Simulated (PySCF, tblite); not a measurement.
# C6H15NSi: infrared bands, NMR shifts, electronic excitations and core binding energies in gas and solvents

Aim: compute the infrared bands, NMR shifts, electronic excitations and core binding energies of C6H15NSi (`C/N=C\[SiH2]C(C)(C)C`), and see what a dielectric continuum does where one was used.

Programs: tblite 0.8.0 and PySCF 2.14.0, with density-fitted response routines of our own. Each step states its level of theory. These are calculated values for one molecule, in the gas phase or a continuum, unless marked as measured. Atoms are numbered from 0 throughout.

### 1 Starting geometry

23 atoms, charge 0, multiplicity 1; geometry from: force field or distance geometry start.

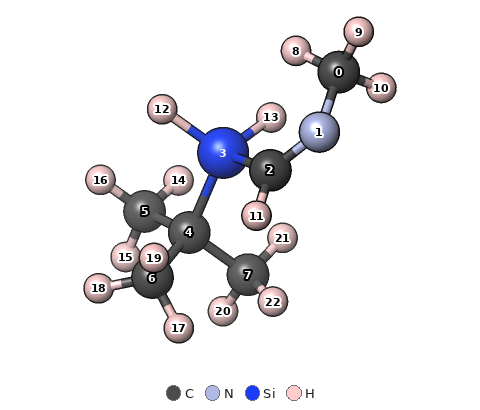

The starting geometry (carbon dark grey, nitrogen light blue, silicon blue, hydrogen pink), atoms numbered.

### 2 Optimising the geometry with GFN2-xTB

What the job is given:

```
{"job": {"kind": "relax", "xc": "GFN2-xTB", "basis": "xTB"}, "charge": 0, "multiplicity": 1}
C      3.511400    -0.016700    -0.300500
N      2.674500    -0.384800    -1.418200
C      1.428700    -0.606700    -1.256600
Si     0.612600    -0.424400     0.401500
C     -1.174100     0.048200     0.243300
C     -1.774400    -0.003300     1.632300
C     -1.915400    -0.810100    -0.760800
C     -1.297300     1.509500    -0.214100
H      3.120100    -0.385200     0.673000
H      4.536900    -0.381500    -0.433900
H      3.554500     1.098400    -0.285500
H      0.815000    -0.891500    -2.125000
H      0.627400    -1.735400     1.114900
H      1.384200     0.584600     1.134200
H     -1.158900     0.700500     2.253900
H     -2.825700     0.339500     1.616000
H     -1.713000    -1.044000     2.040200
H     -2.336800    -0.127300    -1.535400
H     -2.804600    -1.305600    -0.285700
H     -1.278500    -1.536400    -1.280800
H     -2.344500     1.809700     0.033900
H     -0.527400     2.069400     0.334400
H     -1.119500     1.520100    -1.297900
```

Started as:

```sh
$ OMP_NUM_THREADS=1 python probes_run.py task.json out
```

This one command runs all jobs of the session in turn.

Output:

```text
step      E/eV     max force
  0    -682.48130    1.537
  1    -682.64832    1.030
  2    -682.74088    1.000
  3    -682.79573    0.478
  4    -682.85721    0.469
  5    -682.89241    0.457
  6    -682.92505    0.410
  7    -682.95050    0.344
  8    -682.96548    0.204
  9    -682.97567    0.197
 10    -682.98643    0.223
 11    -682.99861    0.241
 12    -683.00982    0.232
 13    -683.01799    0.216
 14    -683.02387    0.173
 15    -683.02898    0.171
 16    -683.03417    0.173
 17    -683.03930    0.181
 18    -683.04405    0.157
 19    -683.04865    0.138
 20    -683.05339    0.163
 21    -683.05826    0.183
 22    -683.06281    0.189
 23    -683.06633    0.130
 24    -683.06886    0.119
 25    -683.07107    0.141
 26    -683.07345    0.155
 27    -683.07613    0.121
 28    -683.07887    0.113
 29    -683.08138    0.102
 30    -683.08365    0.137
 31    -683.08588    0.129
 32    -683.08812    0.131
 33    -683.09023    0.134
 34    -683.09211    0.123
 35    -683.09377    0.130
 36    -683.09525    0.094
 37    -683.09660    0.093
 38    -683.09801    0.092
 39    -683.09974    0.128
 40    -683.10181    0.121
 41    -683.10392    0.113
 42    -683.10581    0.117
 43    -683.10766    0.119
 44    -683.10983    0.133
 45    -683.11223    0.140
 46    -683.11427    0.098
 47    -683.11585    0.102
 48    -683.11721    0.157
 49    -683.11892    0.128
 50    -683.12070    0.087
 51    -683.12226    0.077
 52    -683.12304    0.082
 53    -683.12425    0.080
 54    -683.12513    0.062
 55    -683.12586    0.051
 56    -683.12649    0.058
 57    -683.12734    0.068
 58    -683.12837    0.062
 59    -683.12935    0.069
 60    -683.13008    0.063
 61    -683.13072    0.065
 62    -683.13150    0.074
 63    -683.13256    0.080
 64    -683.13387    0.104
 65    -683.13530    0.105
 66    -683.13736    0.122
 67    -683.14073    0.133
 68    -683.14581    0.122
 69    -683.14911    0.138
 70    -683.15170    0.215
 71    -683.15489    0.185
 72    -683.15763    0.161
 73    -683.16500    0.176
 74    -683.16962    0.170
 75    -683.17932    0.267
 76    -683.19002    0.173
 77    -683.19419    0.320
 78    -683.20183    0.147
 79    -683.20622    0.188
 80    -683.21028    0.172
 81    -683.21316    0.141
 82    -683.21615    0.113
 83    -683.21960    0.151
 84    -683.22231    0.120
 85    -683.22433    0.126
 86    -683.22614    0.131
 87    -683.22801    0.130
 88    -683.23073    0.113
 89    -683.23270    0.112
 90    -683.23613    0.119
 91    -683.23823    0.103
 92    -683.23964    0.086
 93    -683.24067    0.076
 94    -683.24181    0.071
 95    -683.24335    0.085
 96    -683.24434    0.075
 97    -683.24524    0.070
 98    -683.24635    0.066
 99    -683.24795    0.058
100    -683.24925    0.061
101    -683.25017    0.055
102    -683.25088    0.051
103    -683.25141    0.047
104    -683.25191    0.047
105    -683.25242    0.050
106    -683.25286    0.044
107    -683.25320    0.029
108    -683.25347    0.031
109    -683.25374    0.039
110    -683.25402    0.036
111    -683.25429    0.036
112    -683.25460    0.044
113    -683.25500    0.047
114    -683.25548    0.040
115    -683.25595    0.034
116    -683.25624    0.025
117    -683.25640    0.024
118    -683.25654    0.024
119    -683.25670    0.026
120    -683.25683    0.021
121    -683.25692    0.017
122    -683.25698    0.018
123    -683.25705    0.022
124    -683.25717    0.028
125    -683.25731    0.025
126    -683.25744    0.023
127    -683.25755    0.028
128    -683.25767    0.028
129    -683.25783    0.033
130    -683.25804    0.032
131    -683.25823    0.026
132    -683.25835    0.024
133    -683.25844    0.024
134    -683.25855    0.026
135    -683.25868    0.026
136    -683.25882    0.024
137    -683.25894    0.021
138    -683.25904    0.020
139    -683.25914    0.025
140    -683.25926    0.031
141    -683.25941    0.030
142    -683.25956    0.024
143    -683.25968    0.021
144    -683.25978    0.022
145    -683.25991    0.029
146    -683.26007    0.039
147    -683.26027    0.031
148    -683.26045    0.033
149    -683.26061    0.032
150    -683.26083    0.044
151    -683.26116    0.065
152    -683.26161    0.067
153    -683.26205    0.045
154    -683.26236    0.031
155    -683.26255    0.026
156    -683.26272    0.034
157    -683.26290    0.036
158    -683.26305    0.033
159    -683.26318    0.028
160    -683.26328    0.027
161    -683.26340    0.036
162    -683.26355    0.031
163    -683.26375    0.033
164    -683.26395    0.029
165    -683.26413    0.030
166    -683.26429    0.023
167    -683.26444    0.022
168    -683.26460    0.021
169    -683.26476    0.027
170    -683.26489    0.025
171    -683.26498    0.020
172    -683.26509    0.025
173    -683.26523    0.028
174    -683.26544    0.041
175    -683.26569    0.045
176    -683.26593    0.042
177    -683.26613    0.039
178    -683.26628    0.038
179    -683.26646    0.039
180    -683.26668    0.031
181    -683.26689    0.037
182    -683.26707    0.025
183    -683.26716    0.019
184    -683.26721    0.018
185    -683.26727    0.020
186    -683.26734    0.022
187    -683.26742    0.020
188    -683.26749    0.018
189    -683.26757    0.023
190    -683.26767    0.023
191    -683.26778    0.024
192    -683.26786    0.018
193    -683.26791    0.014
194    -683.26794    0.015
195    -683.26796    0.013
196    -683.26798    0.009
```

Run time: 2.8 s. Hardware: 1 thread of Arm Neoverse N1, shared host; peak memory 0.18 GiB.

Relaxation path: (not every step is listed)

```csv
step,energy from step 0 (eV),largest force (eV/Å)
0,0.0000,1.5368
1,-0.1670,1.0298
2,-0.2596,1.0002
3,-0.3144,0.4776
4,-0.3759,0.4689
5,-0.4111,0.4573
6,-0.4438,0.4099
7,-0.4692,0.3444
8,-0.4842,0.2039
26,-0.5921,0.1550
44,-0.6285,0.1326
62,-0.6502,0.0736
80,-0.7290,0.1724
98,-0.7650,0.0658
116,-0.7749,0.0255
134,-0.7772,0.0257
152,-0.7803,0.0665
170,-0.7836,0.0255
188,-0.7862,0.0182
191,-0.7865,0.0238
192,-0.7866,0.0177
193,-0.7866,0.0145
194,-0.7866,0.0150
195,-0.7867,0.0130
196,-0.7867,0.0095
```

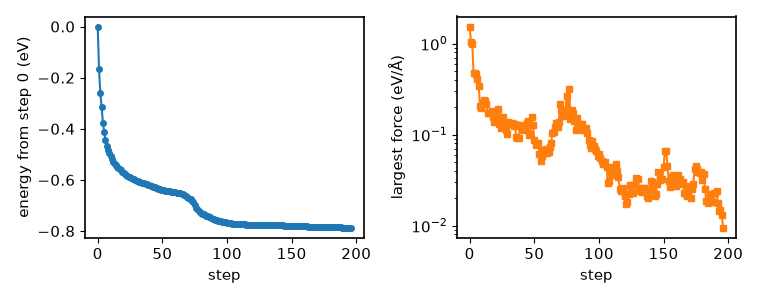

Energy and force, step by step.

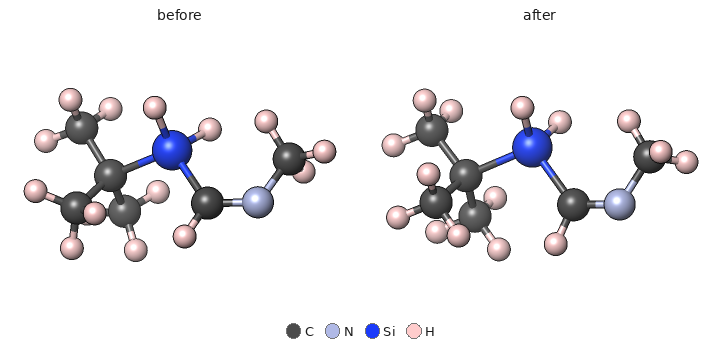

The geometry before (left) and after (right).

Distances of close pairs at the start and the end, largest changes first:

```csv
bond,before (Å),after (Å),change (Å)
Si3–C4,1.855,1.914,+0.059
C2–Si3,1.857,1.910,+0.053
C6–H18,1.123,1.089,-0.035
C5–H14,1.123,1.088,-0.035
C5–H16,1.119,1.088,-0.031
C7–H20,1.117,1.090,-0.027
C0–H10,1.116,1.091,-0.025
C6–H17,1.115,1.090,-0.025
```

The final coordinates are the input of the step that follows.

### 3 Vibrational analysis with GFN2-xTB

What the job is given:

```
{"job": {"kind": "ir", "xc": "GFN2-xTB", "basis": "xTB"}, "charge": 0, "multiplicity": 1}
C      3.715412    -0.415915    -0.419133
N      2.734115    -0.163291    -1.418446
C      1.513152    -0.049750    -1.138491
Si     0.636361    -0.164369     0.554259
C     -1.235290     0.125096     0.275919
C     -1.964545     0.021552     1.615203
C     -1.808712    -0.926570    -0.675243
C     -1.483445     1.515862    -0.310361
H      3.303701    -0.521843     0.592108
H      4.250382    -1.325083    -0.697423
H      4.433436     0.405330    -0.439613
H      0.887977     0.142868    -2.008810
H      0.840620    -1.496007     1.142410
H      1.152243     0.863956     1.469602
H     -1.605338     0.776156     2.312054
H     -3.036696     0.167638     1.480605
H     -1.810482    -0.956756     2.066034
H     -2.879027    -0.770859    -0.813512
H     -1.663093    -1.929897    -0.278482
H     -1.334410    -0.875241    -1.653385
H     -2.550958     1.681597    -0.457956
H     -1.111068     2.289532     0.358486
H     -0.989086     1.632980    -1.272808
```

Output:

```text
mode    cm-1     km/mol
  1      36.2      0.05
  2      64.3      0.91
  3     100.3      0.93
  4     143.2      1.86
  5     192.9      0.11
  6     203.6      0.22
  7     230.7      0.01
  8     238.4      0.70
  9     265.1      0.02
 10     267.2      0.83
 11     325.8     23.85
 12     370.3      1.86
 13     379.1      0.05
 14     389.8      2.57
 15     496.3     59.17
 16     512.5      6.48
 17     617.6      1.48
 18     624.9      8.34
 19     714.2     10.59
 20     724.8    368.17
 21     773.9    226.05
 22     813.6     25.20
 23     894.8     22.76
 24     966.2      0.02
 25     973.4      1.05
 26     974.3      0.47
 27    1019.9     24.50
 28    1034.6      4.03
 29    1035.5      4.29
 30    1094.0      0.07
 31    1119.6     12.27
 32    1222.3      1.12
 33    1224.2      0.55
 34    1241.1      4.26
 35    1319.9     22.02
 36    1383.5      0.93
 37    1414.7      2.96
 38    1415.7      1.77
 39    1436.5      0.59
 40    1455.5      0.68
 41    1463.6     17.77
 42    1499.6      0.01
 43    1501.8      0.21
 44    1502.7      0.01
 45    1516.7      3.43
 46    1517.4      3.92
 47    1519.2      2.91
 48    1725.1     23.81
 49    2203.0    466.25
 50    2211.8    142.91
 51    2902.2     79.87
 52    2961.4     48.23
 53    2982.1     14.01
 54    2992.3      1.05
 55    2993.3      1.03
 56    2998.4     56.85
 57    2999.8    134.66
 58    3013.5      1.81
 59    3019.7     34.12
 60    3021.9     40.14
 61    3026.5     69.18
 62    3027.9     55.43
 63    3028.9     28.82
```

Run time: 1.7 s. Hardware: 1 thread of Arm Neoverse N1, shared host; peak memory 0.18 GiB.

Which atoms move in the most intense modes:

```csv
cm⁻¹,km/mol,atoms
496,59.2,"H13 22 %, H12 22 %, Si3 20 %, C2 12 %"
725,368.2,"H12 34 %, H13 34 %, Si3 25 %"
774,226.1,"H13 44 %, H12 43 %"
2203,466.2,"H13 57 %, H12 39 %"
2212,142.9,"H12 58 %, H13 40 %"
2902,79.9,H8 94 %
3000,134.7,"H20 35 %, H17 27 %, H15 22 %"
3026,69.2,"H19 34 %, H21 22 %, H18 22 %"
```

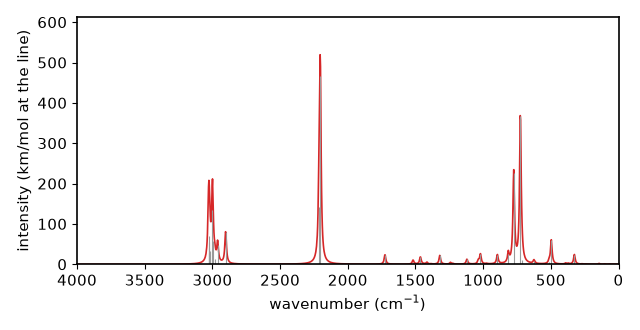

The infrared spectrum from these modes, unscaled. Lines are broadened to a width of 14 cm⁻¹ (Lorentzian).

### 4 Relaxing the molecule at PBE0-D3(BJ)/def2-SVP

What the job is given:

```
{"job": {"xc": "PBE0", "basis": "def2-SVP", "d3": "d3bj", "grid": 1, "shake": 0.01, "kind": "geom"}, "charge": 0, "multiplicity": 1}
C      3.735820    -0.441470    -0.414950
N      2.728440    -0.167820    -1.420600
C      1.492950    -0.052070    -1.147140
Si     0.669590    -0.162110     0.550730
C     -1.238100     0.118420     0.265370
C     -1.968450     0.026370     1.612820
C     -1.799130    -0.928570    -0.675000
C     -1.467990     1.521310    -0.315410
H      3.301870    -0.516440     0.611460
H      4.247690    -1.327520    -0.687400
H      4.424570     0.402410    -0.430790
H      0.893780     0.143780    -2.002110
H      0.812340    -1.485790     1.132810
H      1.135560     0.866720     1.476610
H     -1.609790     0.765390     2.312320
H     -3.037220     0.181690     1.488080
H     -1.808540    -0.945640     2.063980
H     -2.888290    -0.765020    -0.807690
H     -1.665240    -1.937730    -0.276190
H     -1.359350    -0.868340    -1.648470
H     -2.567350     1.682210    -0.467600
H     -1.103500     2.269190     0.349340
H     -0.981990     1.644540    -1.294390
```

Output:

```text
step   0  E = -581.11384862  max force = 0.041587
step   1  E = -581.12318717  max force = 0.008136
step   2  E = -581.12353764  max force = 0.001602
step   3  E = -581.12349421  max force = 0.002397
step   4  E = -581.12362201  max force = 0.000514
step   5  E = -581.12363307  max force = 0.000335
optimisation converged
```

Wall time 3.2 min (1 thread of Arm Neoverse N1, shared host); peak memory 0.92 GiB.

The steps of the relaxation: (the energy doesn't fall at every step)

```csv
step,energy from step 0 (eV),largest force component (eV/Å)
0,0.0000,2.1385
1,-0.2541,0.4184
2,-0.2637,0.0824
3,-0.2625,0.1233
4,-0.2659,0.0264
5,-0.2662,0.0172
```

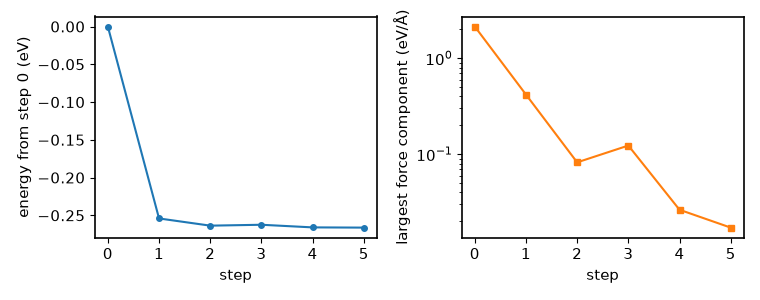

Energy and force, step by step.

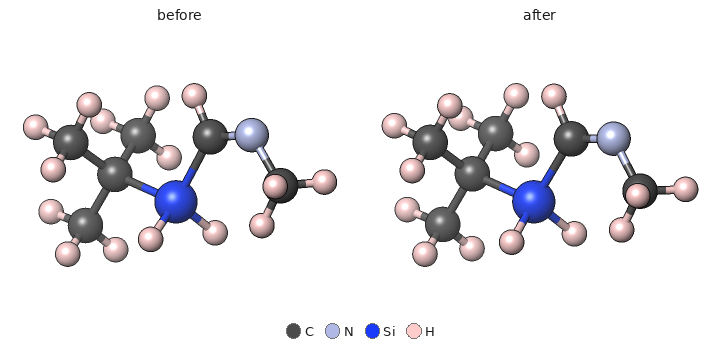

The geometry before (left) and after (right).

Close pairs (by a distance rule), those that changed most:

```csv
bond,before (Å),after (Å),change (Å)
Si3–H12,1.453,1.499,+0.046
C2–H11,1.062,1.107,+0.045
Si3–C4,1.949,1.905,-0.044
C0–H9,1.059,1.102,+0.043
Si3–H13,1.460,1.499,+0.039
C7–H21,1.065,1.102,+0.037
C6–H19,1.070,1.102,+0.032
C2–Si3,1.890,1.916,+0.026
```

The next job starts from the end point, and lists it.

```csv
at the end point,value
"rotational constants (GHz, main isotopes)","3.313, 0.836, 0.794"
dipole moment (D),1.38
```

### 5 NMR shieldings: PBE0/pcSseg-1

What the job is given:

```
{"job": {"kind": "nmr", "xc": "PBE0", "basis": "pcSseg-1"}, "charge": 0, "multiplicity": 1}
C      4.016322    -0.500283     0.063829
N      3.107667    -0.198136    -1.002835
C      1.869760    -0.047275    -0.760234
Si     0.934033    -0.152563     0.908304
C     -0.912041     0.205663     0.605453
C     -1.650853     0.112861     1.943672
C     -1.474451    -0.833037    -0.369658
C     -1.067869     1.614379     0.024297
H      3.553406    -0.607616     1.065865
H      4.553903    -1.432849    -0.173203
H      4.782971     0.290196     0.117768
H      1.244433     0.178140    -1.645741
H      1.087718    -1.518255     1.507703
H      1.488749     0.843511     1.881843
H     -1.281031     0.856619     2.667667
H     -2.730177     0.299169     1.800085
H     -1.546992    -0.883807     2.402200
H     -2.554300    -0.663675    -0.528109
H     -1.354272    -1.860174     0.011081
H     -0.988529    -0.783309    -1.357197
H     -2.133763     1.836484    -0.161553
H     -0.685485     2.384676     0.712990
H     -0.539279     1.731139    -0.935414
```

Method: GIAO PBE0/pcSseg-1 NMR shielding, non-relativistic, gas phase.

Output:

```text
coarse grid: 18504 points
cycle   1  E = -581.2539652689  dE =  4.684e-01  |g| = 4.486e-01  |ddm| = 4.015e+00
cycle   2  E = -581.2269986777  dE =  2.697e-02  |g| = 5.673e-01  |ddm| = 9.342e-01
cycle   3  E = -581.3065014086  dE = -7.950e-02  |g| = 1.135e-01  |ddm| = 5.459e-01
cycle   4  E = -581.3087850004  dE = -2.284e-03  |g| = 4.891e-02  |ddm| = 9.555e-02
cycle   5  E = -581.3092998191  dE = -5.148e-04  |g| = 1.146e-02  |ddm| = 4.466e-02
cycle   6  E = -581.3093299338  dE = -3.011e-05  |g| = 3.414e-03  |ddm| = 1.321e-02
cycle   7  E = -581.3093326347  dE = -2.701e-06  |g| = 4.023e-04  |ddm| = 3.287e-03
final grid: 170752 points
cycle   8  E = -581.3570904504  dE = -6.169e-05  |g| = 9.724e-03  |ddm| = 4.183e-02
cycle   9  E = -581.3570780423  dE =  1.241e-05  |g| = 1.204e-02  |ddm| = 1.937e-02
cycle  10  E = -581.3571148909  dE = -3.685e-05  |g| = 1.721e-03  |ddm| = 1.098e-02
cycle  11  E = -581.3571154950  dE = -6.041e-07  |g| = 5.063e-04  |ddm| = 1.372e-03
cycle  12  E = -581.3571155450  dE = -5.002e-08  |g| = 1.758e-04  |ddm| = 5.018e-04
cycle  13  E = -581.3571155525  dE = -7.436e-09  |g| = 3.506e-05  |ddm| = 1.856e-04
cycle  14  E = -581.3571155528  dE = -2.908e-10  |g| = 6.109e-06  |ddm| = 4.346e-05
converged SCF energy = -581.3571155528

GIAO shielding tensors (ppm)
atom      isotropic    diamagn.    paramagn.     s11        s22        s33       span
  0 C      131.729     248.127    -116.398    110.412    114.454    170.320     59.908
  1 N     -211.884     323.628    -535.511   -728.159   -177.618    270.126    998.285
  2 C        6.965     261.236    -254.271   -103.606     12.317    112.184    215.790
  3 Si     404.499     883.345    -478.846    358.748    370.927    483.821    125.073
  4 C      168.684     248.847     -80.163    162.099    171.297    172.657     10.559
  5 C      154.488     246.749     -92.261    138.100    140.607    184.757     46.658
  6 C      156.930     249.407     -92.477    141.484    145.336    183.969     42.485
  7 C      156.950     248.837     -91.887    141.393    145.407    184.048     42.655
  8 H       28.232      30.403      -2.171     25.083     29.501     30.111      5.028
  9 H       27.233      27.066       0.167     25.227     25.758     30.714      5.487
 10 H       27.275      26.924       0.351     25.375     25.709     30.742      5.367
 11 H       22.722      33.752     -11.030     19.129     20.817     28.219      9.089
 12 H       27.003      31.507      -4.503     23.064     26.618     31.328      8.264
 13 H       26.997      31.545      -4.548     23.044     26.630     31.317      8.273
 14 H       30.141      30.172      -0.030     26.108     27.740     36.577     10.469
 15 H       30.332      30.081       0.251     26.730     27.831     36.435      9.704
 16 H       30.119      30.201      -0.082     26.053     27.759     36.545     10.493
 17 H       30.336      31.675      -1.339     26.841     27.822     36.344      9.503
 18 H       30.202      31.960      -1.758     26.049     27.712     36.845     10.797
 19 H       29.817      32.617      -2.800     25.394     27.822     36.235     10.841
 20 H       30.320      31.313      -0.993     26.841     27.793     36.326      9.484
 21 H       30.240      31.528      -1.288     26.160     27.667     36.894     10.734
 22 H       29.835      32.208      -2.373     25.367     27.897     36.240     10.874
```

It took 76 s on 1 thread of Arm Neoverse N1, shared host; peak memory 0.92 GiB.

The references, computed at this level on geometries of the same kind, shield at (ppm): 1H TMS 31.27, 13C TMS 184.4, 29Si TMS 352.0, 15N NH3 265.7. Their shielding less the atom's gives the shift. The references are single molecules in the gas phase, so shifts against H2O, NH3, PH3, H3PO4 or CFCl3 are not on the usual liquid scales and can be off by tens of ppm. Atoms listed in one row are averaged.

```csv
atoms,environment,σ (ppm),δ (ppm),δ scaled to CDCl3
C2,C=N carbon,7.0,177.4,171.8
C0,methyl carbon bonded to N,131.7,52.7,50.6
"C5, C6, C7",methyl carbon,156.1,28.3,27.0
C4,fully substituted sp3 carbon bonded to Si,168.7,15.7,14.8
H11,hydrogen on a C=N carbon,22.72,8.55,8.31
"H12, H13",hydrogen on a silicon bonded to 2 C,27.00,4.27,–
"H8, H9, H10",hydrogen on a methyl carbon bonded to N,27.58,3.69,3.71
"H14, H15, H16, H17, H18 and 4 more",hydrogen on a methyl carbon,30.15,1.12,1.28
N1,imine nitrogen,-211.9,477.6,–
Si3,"silicon bonded to 2 C, 2 H",404.5,-52.5,–
```

The scaled column applies a straight-line fit of computed shieldings to shifts measured in CDCl3 (root-mean-square error 0.21 ppm for H, 2.0 ppm for C).

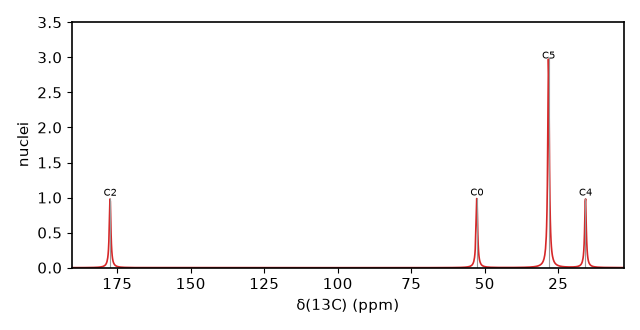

13C lines at the computed shifts, without couplings. Lines are broadened to a width of 0.65 ppm (Lorentzian).

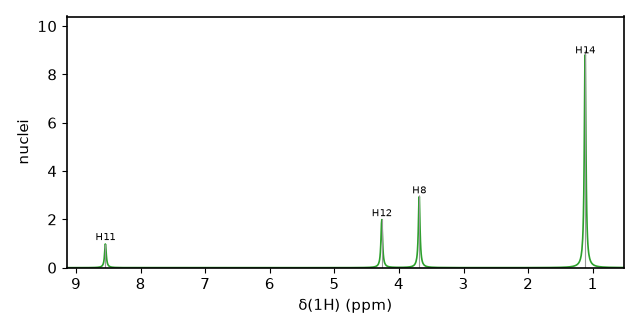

1H lines at the computed shifts, without couplings. Lines are broadened to a width of 0.03 ppm (Lorentzian).

Charges from the same density, by scheme (e):

```csv
atoms,Mulliken,IAO,Hirshfeld,ESP fit
C0,-0.13,-0.30,-0.07,0.14
N1,-0.38,-0.23,-0.14,-0.54
C2,-0.23,-0.24,-0.05,0.24
Si3,0.62,0.65,0.31,0.18
C4,-0.77,-0.19,-0.06,0.52
"C5, C6, C7",-0.19,-0.40,-0.12,-0.53
```

ESP fit charges:

C0 0.14; N1 -0.54; C2 0.24; Si3 0.18; C4 0.52; C5 -0.49; C6 -0.56; C7 -0.56; H8 -0.02; H9 0.06; H10 0.06; H11 0.02; H12 -0.09; H13 -0.09; H14 0.11; H15 0.12; H16 0.11; H17 0.14; H18 0.12; H19 0.13; H20 0.14; H21 0.12; H22 0.13

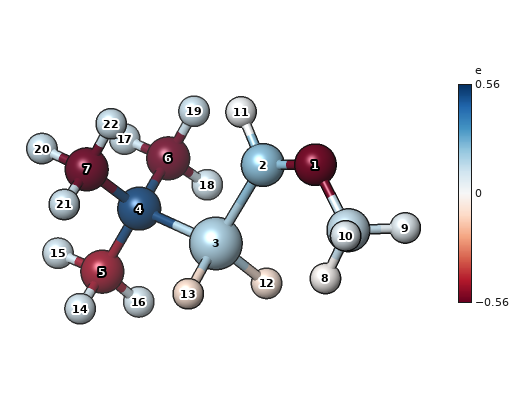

ESP fit charges, as colours on the atoms.

Mayer bond orders: C0–N1 1.00, N1–C2 1.93, C2–Si3 0.84, Si3–C4 0.87, C4–C5 1.02, C4–C6 1.00, C4–C7 1.00.

(Part 1 of 3 ends here.)
